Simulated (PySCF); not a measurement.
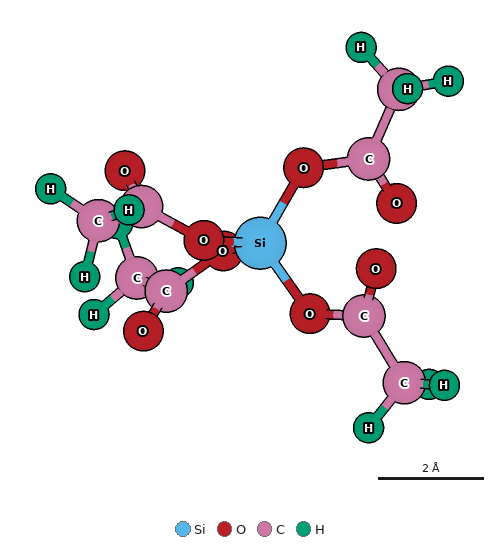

Fig. 1: The structure as given in the input (ball-and-stick view, seen at a tilt). Bond lengths as drawn: C–C 1.49 Å, C–H 1.10 Å, C–O 1.20 to 1.35 Å and O–Si 1.66 Å.

# C$_{8}$H$_{12}$O$_{8}$Si: excited-state calculation

The run: excited-state calculation of C$_{8}$H$_{12}$O$_{8}$Si (Si(OAc)4), SMILES CC(=O)O[Si](OC(C)=O)(OC(C)=O)OC(C)=O. Method and program: TDDFT wB97X-D/def2-SVPD, vertical, gas phase, core orbitals frozen in the response (PySCF 2.14.0).

The geometry comes from this level: PBE0-D3(BJ)/def2-SVP. It belongs to a series of runs on one base structure; here: ligand (all four): Me to OAc1.

### The input
```
{"job": {"kind": "uv", "xc": "wB97X-D", "basis": "def2-SVPD", "ip": false, "nstates": 10}, "charge": 0, "multiplicity": 1}
Si    -0.003335    -0.019497    -0.027352
O     -0.151465     0.146813     1.620268
C     -1.182304    -0.355956     2.339050
C     -0.958648    -0.202545     3.807510
O     -2.134091    -0.867141     1.816955
H     -1.847307    -0.530201     4.357433
H     -0.714168     0.842219     4.045048
H     -0.090363    -0.814981     4.093856
O      1.610358     0.150767    -0.387355
C      2.237770     1.348799    -0.451385
C      3.639273     1.211473    -0.947449
O      1.688772     2.371904    -0.148152
H      4.150211     2.178923    -0.900266
H      3.608162     0.850243    -1.986458
H      4.175227     0.456277    -0.355474
O     -0.989766     1.125192    -0.717193
C     -0.805778     1.639140    -1.957091
C     -1.700076     2.808327    -2.207170
O      0.001166     1.187189    -2.720781
H     -1.615090     3.129062    -3.250846
H     -1.394485     3.625482    -1.536184
H     -2.738981     2.551401    -1.958111
O     -0.484556    -1.496629    -0.615778
C     -0.254108    -2.668428     0.023446
C     -1.007240    -3.794966    -0.603197
O      0.464758    -2.739832     0.981390
H     -0.729857    -4.742037    -0.128349
H     -0.809969    -3.826074    -1.683912
H     -2.083661    -3.607134    -0.471904
```

The first line tells a small driver script what to run in PySCF; the rest is the geometry in Å.

Hardware: 2 CPU threads, shared host.

Launch command:
```bash
OMP_NUM_THREADS=2 python <driver script> task.json out
```

### What the program printed
```
coarse grid: 26440 points
cycle   1  E = -1201.7367136354  dE =  3.545e+00  |g| = 1.836e+00  |ddm| = 1.124e+01
cycle   2  E = -1201.3672621046  dE =  3.695e-01  |g| = 2.425e+00  |ddm| = 1.012e+01
cycle   3  E = -1202.3850897411  dE = -1.018e+00  |g| = 2.640e-01  |ddm| = 5.253e+00
cycle   4  E = -1202.3965360203  dE = -1.145e-02  |g| = 1.031e-01  |ddm| = 7.715e-01
cycle   5  E = -1202.3984616744  dE = -1.926e-03  |g| = 1.943e-02  |ddm| = 2.467e-01
cycle   6  E = -1202.3985569266  dE = -9.525e-05  |g| = 6.173e-03  |ddm| = 8.565e-02
cycle   7  E = -1202.3985692931  dE = -1.237e-05  |g| = 1.327e-03  |ddm| = 2.944e-02
cycle   8  E = -1202.3985701560  dE = -8.629e-07  |g| = 5.106e-04  |ddm| = 7.694e-03
final grid: 255720 points
cycle   9  E = -1202.6047195852  dE = -2.120e-04  |g| = 7.091e-03  |ddm| = 3.566e-01
cycle  10  E = -1202.6047245236  dE = -4.938e-06  |g| = 6.251e-03  |ddm| = 6.742e-02
cycle  11  E = -1202.6047313982  dE = -6.875e-06  |g| = 1.337e-03  |ddm| = 1.294e-02
cycle  12  E = -1202.6047316999  dE = -3.018e-07  |g| = 6.921e-04  |ddm| = 5.002e-03
cycle  13  E = -1202.6047318022  dE = -1.023e-07  |g| = 1.792e-04  |ddm| = 2.194e-03
cycle  14  E = -1202.6047318092  dE = -6.941e-09  |g| = 4.799e-05  |ddm| = 5.089e-04
cycle  15  E = -1202.6047318101  dE = -9.568e-10  |g| = 1.222e-05  |ddm| = 2.221e-04
```

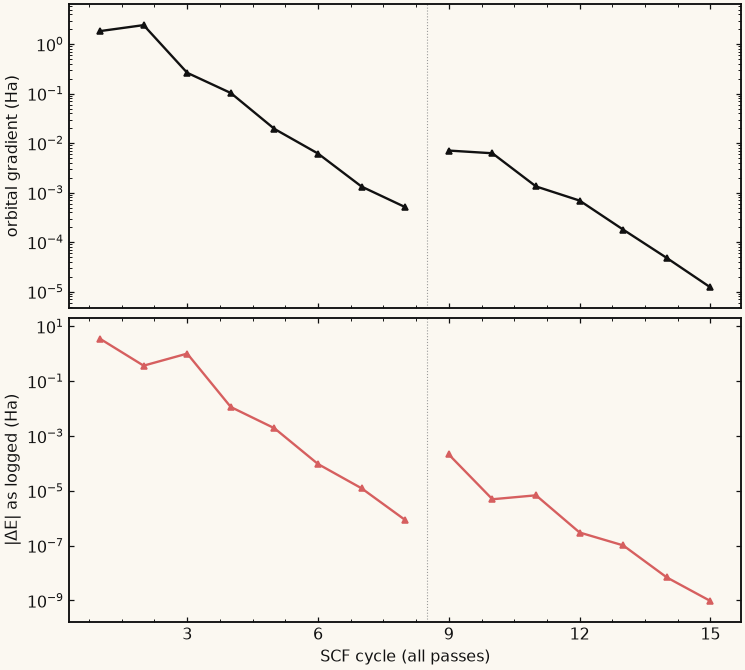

Fig. 2: Convergence of the self-consistent field: orbital gradient and size of the energy change against the SCF cycle. The dotted line marks the change from a coarse to the final integration grid. The first 8 cycles use a coarse grid, the final grid takes over at cycle 9, and the field converges after 15 cycles in all.

```
converged SCF energy = -1202.6047318101

Static polarisability (au): isotropic 136.846, principal 131.877 132.239 146.423

Singlet excitations
state   eV       nm        f      main configurations
  1   5.8378    212.4   0.00001   H->L+2 0.23, H-2->L 0.23, H-1->L+1 0.21
  2   5.8460    212.1   0.00120   H-1->L+1 0.28, H-2->L 0.25, H-3->L+2 0.19
  3   5.8571    211.7   0.00067   H->L 0.24, H-3->L 0.24, H-2->L+2 0.22
  4   5.8577    211.7   0.00066   H->L+1 0.25, H-3->L+1 0.24, H-1->L+2 0.21
  5   7.9058    156.8   0.00016   H->L+2 0.39, H-2->L 0.15, H-1->L+1 0.14
  6   7.9416    156.1   0.00245   H-3->L+2 0.26, H->L+3 0.23, H-2->L 0.17
  7   7.9672    155.6   0.01303   H-1->L+2 0.30, H->L 0.15, H-2->L+3 0.12
  8   7.9687    155.6   0.01230   H-2->L+2 0.28, H->L+1 0.13, H-1->L+3 0.12
  9   8.3944    147.7   0.03515   H-4->L 0.29, H-2->L+4 0.13, H-7->L 0.12
 10   8.3972    147.6   0.03553   H-4->L+1 0.28, H-1->L+4 0.13, H-7->L+1 0.12

Triplet excitations (Tamm-Dancoff, eV): 5.3558 5.3630 5.3682 5.3692
```

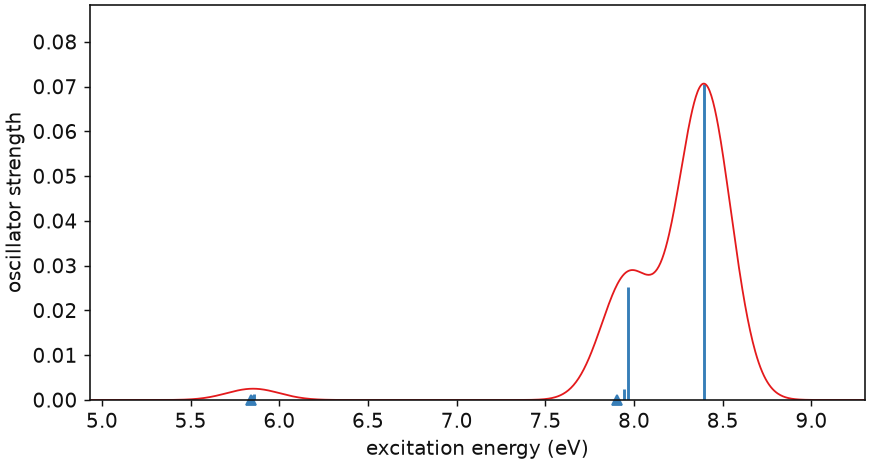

Fig. 3: Computed excitations as sticks (degenerate states added up, dark ones marked on the axis), with a Gaussian envelope of 0.35 eV full width at half maximum, scaled to the tallest. Of the 10 states the lowest lies at 5.84 eV (f = 0.000); the strongest line is at 8.40 eV, or 148 nm (f = 0.071, summed over 2 states that lie within 0.004 eV).

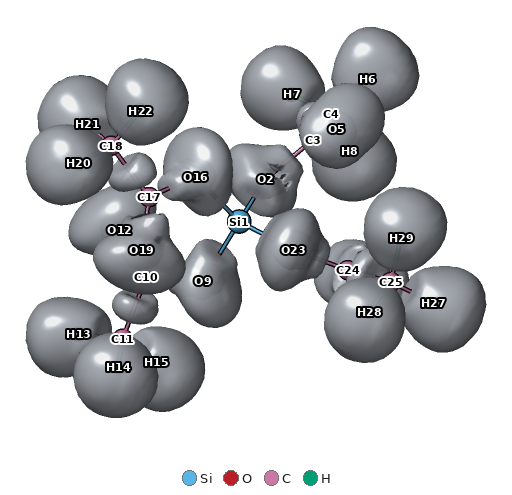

Fig. 4: Isosurface of the electron localisation function at 0.75 (grey), seen at an oblique angle. Core shells and regions of very low density are left out. Values along the shortest contacts: C–O (1.20 Å): the ELF peaks at about 0.85 between the atoms; a multiple bond by its length, whose ELF region spreads away from the axis. C–C (1.49 Å): the ELF peaks at about 0.95 between the atoms (a covalent bond).

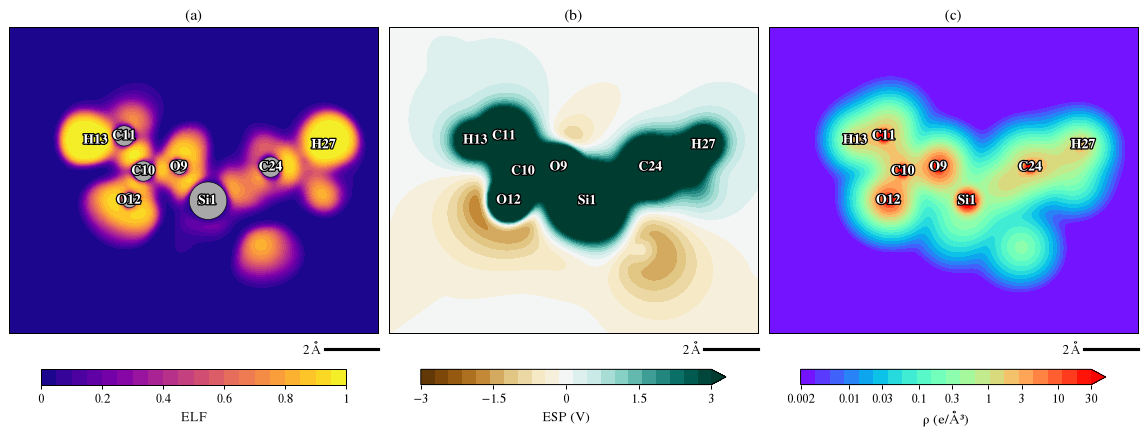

Fig. 5: (a) electron localisation function; (b) electrostatic potential; (c) total electron density on the plane of atoms O9, C10 and C11. Grey discs, where drawn, cover atomic cores. The section cuts through Si, O, C and H sites. C–O (1.20 Å): ρ at the midpoint is about 3.4 e/Å³; the ELF peaks at about 0.85 between the atoms (a multiple bond by its length, whose ELF region spreads away from the axis). C–O (1.35 Å): ρ is about 2.4 e/Å³ halfway, with its minimum of 1.9 e/Å³ about 0.5 Å from C; the ELF peaks at about 0.90 between the atoms (a shared but strongly polarised pair).

### Key numbers

| quantity | value |
| --- | --- |
| outcome | converged |
| total energy | −1202.604732 hartree |
| HOMO | −10.31 eV |
| LUMO | 1.44 eV |
| dipole moment | 0.15 D |
| mean polarisability | 136.85 a.u. |
| lowest singlet excitation | 5.84 eV |
| wall time | 7.6 min (CPU time 16 min) |
| peak memory | 3.8 GiB |
